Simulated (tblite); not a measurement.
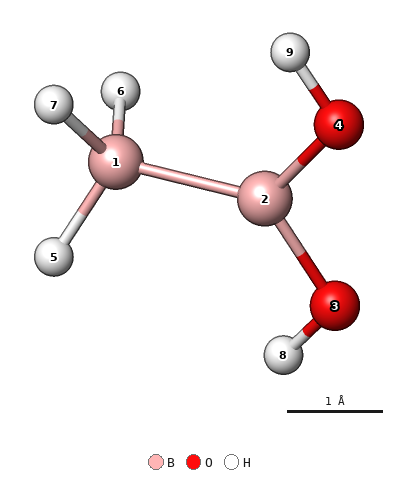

Fig. 1: The starting structure (ball-and-stick view, seen at a tilt; atoms are numbered from 1 in the order of the input).

Molecular dynamics, with input and output: B2H5O2 (charge −1)

The run: molecular dynamics of B2H5O2, charge −1. Method and program: GFN2-xTB Langevin dynamics, gas phase (tblite 0.8.0).

It belongs to a series of runs on one base structure; here: H on B replaced by B(OH)2.

Input file
```
{"job": {"kind": "md", "xc": "GFN2-xTB", "basis": "xTB", "temperature": 300, "steps": 2000, "every": 50}, "charge": -1, "multiplicity": 1}
B      0.995007    -0.232488     0.095614
B     -0.647850     0.151050    -0.084682
O     -1.701577    -0.780417    -0.133510
O     -1.172663     1.453682    -0.173276
H      1.272369    -1.362397    -0.332569
H      1.307163    -0.217271     1.292738
H      1.739232     0.578166    -0.474433
H     -1.330818    -1.659250    -0.074351
H     -0.447302     2.074918    -0.140711
```

The first line tells a small driver script what to run in tblite; the rest is the geometry in Å.

Hardware: 1 CPU thread, shared host.

Launched with:
```bash
OMP_NUM_THREADS=1 python <driver script> task.json out
```

Output
```
t/fs     T/K      E/eV
    0.0   279.1   -364.47768
   25.0   233.5   -364.25640
   50.0   227.3   -364.26381
   75.0   182.2   -364.34172
  100.0   142.0   -364.17281
  125.0   262.6   -364.18026
  150.0   402.8   -364.30582
  175.0   370.5   -364.25265
  200.0   190.8   -364.16581
  225.0   289.9   -364.29469
  250.0   271.4   -364.14464
  275.0   252.6   -364.16749
  300.0   314.1   -364.26748
  325.0   232.9   -364.12127
  350.0   303.4   -364.15636
  375.0   247.8   -364.10519
  400.0   281.8   -364.13636
  425.0   263.2   -364.20535
  450.0   235.5   -364.20398
  475.0   179.7   -364.19904
  500.0   290.2   -364.26670
  525.0   398.9   -364.37014
  550.0   293.7   -364.24128
  575.0   298.9   -364.21402
  600.0   286.5   -364.23340
  625.0   350.0   -364.12018
  650.0   334.8   -364.08510
  675.0   376.6   -364.12622
  700.0   382.5   -364.04178
  725.0   337.4   -364.13979
  750.0   371.0   -364.08343
  775.0   470.8   -364.19126
  800.0   361.3   -364.07185
  825.0   383.6   -364.17862
  850.0   304.5   -364.17099
  875.0   259.4   -364.12522
  900.0   363.1   -364.27652
  925.0   312.0   -364.25127
  950.0   182.5   -364.16474
  975.0   313.8   -364.24107
 1000.0   195.8   -364.16198
```

Trajectory as extended XYZ (Å, eV, eV/Å), 11 of the 41 frames kept, from step=0 to step=40
```
9
Properties=species:S:1:pos:R:3:forces:R:3 step=0 time_fs=0.0 energy=-364.47768 temperature=279.1
B     0.9950   -0.2325    0.0956    0.0050   0.0010  -0.0047
B    -0.6478    0.1510   -0.0847   -0.0013   0.0006  -0.0024
O    -1.7016   -0.7804   -0.1335   -0.0008  -0.0004  -0.0001
O    -1.1727    1.4537   -0.1733   -0.0027   0.0031  -0.0006
H     1.2724   -1.3624   -0.3326    0.0004  -0.0021   0.0041
H     1.3072   -0.2173    1.2927    0.0011  -0.0045   0.0028
H     1.7392    0.5782   -0.4744   -0.0031   0.0022  -0.0007
H    -1.3308   -1.6592   -0.0744    0.0011   0.0011   0.0009
H    -0.4473    2.0749   -0.1407    0.0004  -0.0011   0.0008
9
Properties=species:S:1:pos:R:3:forces:R:3 step=4 time_fs=100.0 energy=-364.17281 temperature=142.0
B     0.7334   -0.5919    0.4605    0.2219   0.2460   0.4860
B    -0.7311    0.1523   -0.0291    0.4488  -0.2798   0.3545
O    -1.7995   -0.7365   -0.2628   -0.2888   0.0029   0.1740
O    -1.1319    1.5235   -0.1088    0.5070   0.3168  -0.8681
H     0.6529   -1.8311    0.3024   -0.1102   0.0849   0.3080
H     1.0528   -0.3153    1.6704   -0.4995  -0.3400  -0.3542
H     1.7409   -0.2857   -0.1073    0.4161   0.3327  -0.6308
H    -1.5311   -1.6454   -0.0449    0.0157   0.7707  -0.1971
H    -0.4307    2.1517   -0.4054   -0.7111  -1.1344   0.7277
9
Properties=species:S:1:pos:R:3:forces:R:3 step=8 time_fs=200.0 energy=-364.16581 temperature=190.8
B     0.9928   -0.4077    0.5756    0.0662   0.8417  -0.4652
B    -0.5273   -0.1183   -0.1292   -0.2006  -0.4016   0.3603
O    -1.6026   -1.0638   -0.3098    0.3028   1.1895  -0.3591
O    -0.9845    1.1780   -0.4127   -0.4671   0.9157   0.7932
H     1.3730   -1.5617    0.5480    0.2325  -0.0720  -0.0233
H     0.8728   -0.0426    1.7394    0.1161  -0.0845   0.2382
H     1.8853    0.4197    0.0574   -0.4538  -0.7731   0.3223
H    -1.2814   -1.9433   -0.2163    0.3270  -0.6258   0.1484
H    -0.6676    1.8467    0.2339    0.0768  -0.9899  -1.0147
9
Properties=species:S:1:pos:R:3:forces:R:3 step=12 time_fs=300.0 energy=-364.26748 temperature=314.1
B     1.0260   -0.3061    0.6171    0.2051   0.5339  -0.7353
B    -0.4946   -0.2336   -0.1442   -0.0673  -0.3593   0.6744
O    -1.4302   -1.2823   -0.3012   -0.0658   0.6089  -0.2871
O    -1.1680    0.9143   -0.4454    0.6955   2.3392  -0.6431
H     1.2477   -1.4320    0.9340    0.5283  -0.7484   0.1692
H     1.0739    0.3726    1.6310   -0.2379   0.1522   0.1478
H     1.9942    0.1613   -0.1049   -0.4370  -0.3971   0.1980
H    -0.9650   -2.0498   -0.0519    0.4042  -1.2745   0.3463
H    -0.5145    1.6573   -0.4497   -1.0251  -0.8550   0.1297
9
Properties=species:S:1:pos:R:3:forces:R:3 step=16 time_fs=400.0 energy=-364.13636 temperature=281.8
B     0.9044   -0.6526    0.4191   -1.2090   0.0530   1.0149
B    -0.5755   -0.2615   -0.2617   -0.4873   0.1848   0.3583
O    -1.3242   -1.3365   -0.6944   -1.5558   0.8643  -0.7845
O    -1.3583    0.9283   -0.3858    0.7557   0.1743   0.3342
H     0.8023   -1.7136    1.0339   -0.1661  -0.7572  -0.3692
H     1.2263    0.0188    1.3299    0.6188   1.3111   0.6001
H     1.7266   -0.7304   -0.3736    1.4692  -0.1760  -1.0823
H    -0.7830   -2.0824   -0.6332    0.8871  -1.4822   0.1765
H    -0.8474    1.6308    0.0348   -0.3127  -0.1722  -0.2479
9
Properties=species:S:1:pos:R:3:forces:R:3 step=20 time_fs=500.0 energy=-364.26670 temperature=290.2
B     0.7614   -0.6709    0.3202   -0.4577  -0.1865   0.1119
B    -0.8001   -0.3271   -0.4012    0.6954   0.5367  -0.1430
O    -1.6778   -1.1129   -1.1718   -0.3768   0.8759   0.1767
O    -1.3684    0.9741   -0.3006   -0.6434  -0.6922  -0.3993
H     0.6716   -1.7193    0.9613    0.1655  -0.3333  -0.2094
H     0.9580    0.1549    1.2352    0.2548   0.2101  -0.3827
H     1.7708   -0.7520   -0.4690   -0.6832   0.1514   0.4617
H    -1.3736   -1.9552   -1.4599    0.5278  -0.5631   0.0985
H    -0.9004    1.5751    0.2593    0.5175   0.0011   0.2857
9
Properties=species:S:1:pos:R:3:forces:R:3 step=24 time_fs=600.0 energy=-364.23340 temperature=286.5
B     0.1548   -0.8869    0.5050    0.3283  -0.4718   0.1592
B    -1.0994   -0.1671   -0.3234   -1.4769   0.8963  -0.4413
O    -2.1394   -0.7132   -1.1314    0.2849   0.2016   0.3706
O    -1.3478    1.2948   -0.2766    1.1457  -1.1387  -0.3535
H     0.0010   -2.1315    0.8091    0.0056   0.6938  -0.2160
H     0.3683   -0.2562    1.5564    0.1255  -0.2171  -0.1558
H     1.1813   -0.8144   -0.2052   -0.0624  -0.0455   0.2384
H    -2.1957   -1.6705   -1.1553    0.3307   0.1844   0.1761
H    -0.4632    1.6663   -0.1365   -0.6814  -0.1030   0.2222
9
Properties=species:S:1:pos:R:3:forces:R:3 step=28 time_fs=700.0 energy=-364.04178 temperature=382.5
B    -0.2479   -1.0056    0.8631    1.1854  -0.0511  -0.6680
B    -1.2165    0.0934   -0.0184    0.9382   0.1684   1.1642
O    -2.0896   -0.3903   -0.9486   -0.9081  -0.2702  -1.1934
O    -1.2418    1.5226   -0.0540   -0.3352   0.3290   0.1567
H    -0.8627   -2.0573    1.1252    0.2036   0.4374   0.3968
H     0.5356   -0.5380    1.8107   -0.8706  -0.5464  -0.5634
H     0.6395   -1.4564   -0.0954   -0.5700   0.4030   0.7025
H    -2.0920   -1.3435   -1.1232    0.3294   0.6269   0.5127
H    -0.9048    2.0703    0.6781    0.0272  -1.0969  -0.5081
9
Properties=species:S:1:pos:R:3:forces:R:3 step=32 time_fs=800.0 energy=-364.07185 temperature=361.3
B    -0.6736   -0.6181    0.9114    0.2296  -0.0457   1.1673
B    -1.5778    0.4756    0.0125   -0.8870   0.1165  -1.8075
O    -2.5110    0.0507   -1.1367    1.0448   1.8150   1.7088
O    -1.6018    1.8670    0.0045    0.6962   0.7741   0.9627
H    -1.3461   -1.0475    1.8911   -0.0226   0.2018  -0.2554
H     0.2734   -0.0014    1.4758   -0.0619  -0.1892  -0.2033
H    -0.2043   -1.6611    0.4314   -0.1612   0.4163  -0.3630
H    -2.3006   -0.8504   -1.1543    0.0408  -1.6668  -0.2846
H    -1.0313    2.3938    0.6364   -0.8787  -1.4219  -0.9251
9
Properties=species:S:1:pos:R:3:forces:R:3 step=36 time_fs=900.0 energy=-364.27652 temperature=363.1
B    -0.9565   -0.2515    1.1479   -0.4206   1.7988  -0.2320
B    -2.0135    0.5752    0.0183    0.4891  -0.6198  -0.4894
O    -2.4138    0.1260   -1.2853   -0.2773   1.4309   0.6339
O    -2.2970    1.9362    0.0990    0.4344   0.4742   1.5871
H    -1.1065    0.2145    2.3226   -0.0186  -0.2973  -0.2844
H     0.1544    0.1546    0.7830    0.1426  -0.0359   0.0408
H    -0.9249   -1.4166    1.1446   -0.1511  -1.0913   0.0906
H    -2.3155   -0.7938   -1.3419    0.2952  -1.4888  -0.1195
H    -1.9511    2.2151    0.9829   -0.4937  -0.1708  -1.2271
9
Properties=species:S:1:pos:R:3:forces:R:3 step=40 time_fs=1000.0 energy=-364.16198 temperature=195.8
B    -0.9694   -0.0417    0.9780   -0.5709  -0.0004  -0.7305
B    -2.1410    0.7787   -0.0045    1.1534   0.8040   1.0250
O    -2.3932    0.3767   -1.2498   -1.3007   0.2923  -1.8777
O    -2.5879    2.1554    0.1198    0.5553  -0.7872   0.8077
H    -0.9387    0.3346    2.1161    0.2628   0.1313   0.5269
H     0.1411    0.1365    0.4039   -0.2939   0.0088   0.3078
H    -1.1883   -1.2649    0.9643    0.0970  -0.0008   0.0636
H    -2.1236   -0.4961   -1.4367    0.4650  -1.1222  -0.1199
H    -2.1002    2.3383    0.9244   -0.3680   0.6741  -0.0030
```

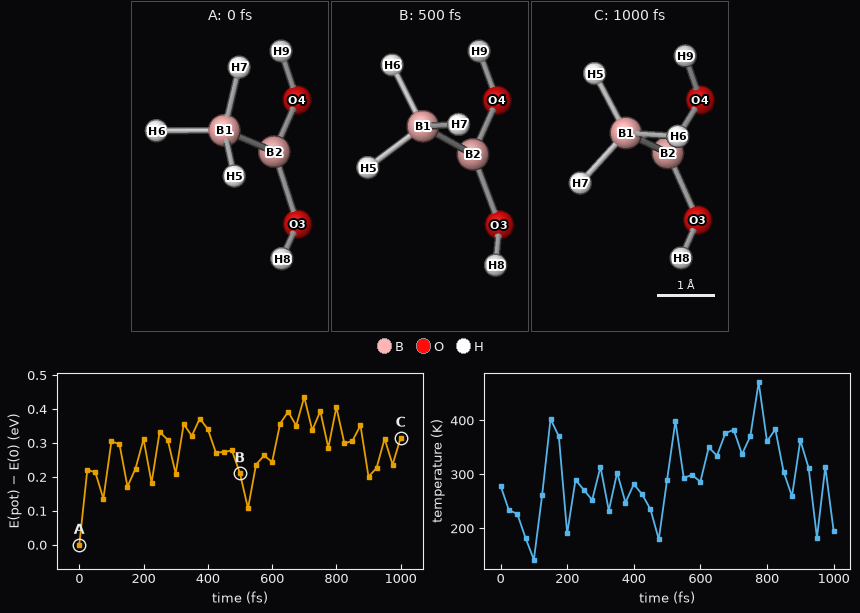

Fig. 2: Frames of the molecular dynamics (ball-and-stick, seen at an oblique angle) above the curves, on which the letters mark them. The trajectory kept here has 41 frames over 1000 fs. The temperature starts at 279 K, ranges from 142 to 471 K and averages 327 K over the second half. The potential energy ends 0.316 eV above its first value. After an unweighted best fit of the last frame on the first, the root-mean-square displacement is 1.33 Å, and H6 has moved furthest (2.37 Å).

Summary

- outcome: finished
- mean temperature over the second half: 327 K
- trajectory: 41 frames kept, 1000 fs
- wall time: 16 s
- peak memory: 0.18 GiB
